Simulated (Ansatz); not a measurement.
```xyz
10

C    -0.4347    1.4372    0.1969
B     0.5254    2.6238   -0.0866
Cl    1.8994   -0.7659    0.3605
Cl    0.6881    0.2635   -2.5886
Si    0.2074   -0.1135   -0.6170
H    -0.4674    1.1598    1.2656
H     1.5506    2.7399    0.5427
H     0.2756    3.4262   -0.9538
H    -1.4563    1.5784   -0.1929
H    -0.7864   -1.2148   -0.5954
```

Geometry: PBE0-D3(BJ)/def2-SVP.

Computed with isolated molecule in a Gaussian basis; Kohn-Sham density functional theory, functional PBE0 in Ansatz.

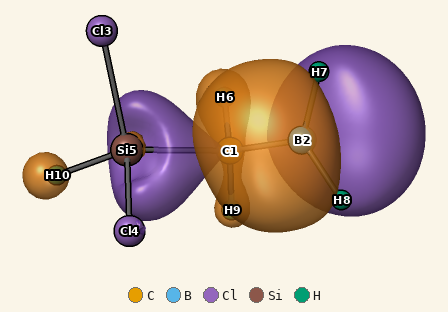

CH$_{5}$BCl$_{2}$Si. The LUMO at ±0.1 Å⁻³ᐟ² (orange and purple are the two phases), seen from one side.

Q: Describe this orbital and give its energy.

A: By Hirshfeld shares it lies mainly on B2 (about 55 %), Si5 (about 10 %), C1 (about 10 %), H7 (about 5 %) and H8 (about 5 %). Its energy is −1.70 eV.
